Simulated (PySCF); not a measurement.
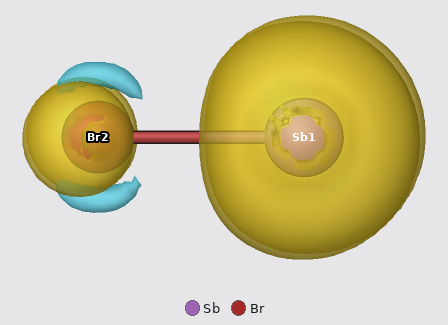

Figure. SbBr (charge +1, doublet). Isosurfaces of the spin density at +0.015 (yellow) and −0.015 e/Å³ (cyan), seen from one side.

Core potentials replace the inner electrons of Sb.

Method: PBE0/def2-SVP, non-relativistic Hamiltonian with scalar-relativistic core potentials where named, at a bond length of 2.413 Å (PySCF 2.14.0).

Question: Describe the spin distribution.

Answer: The unpaired spin (1 electron) lies mostly on Sb1 (about 0.9) and Br2 (about 0.1), in electrons by Hirshfeld's partition.
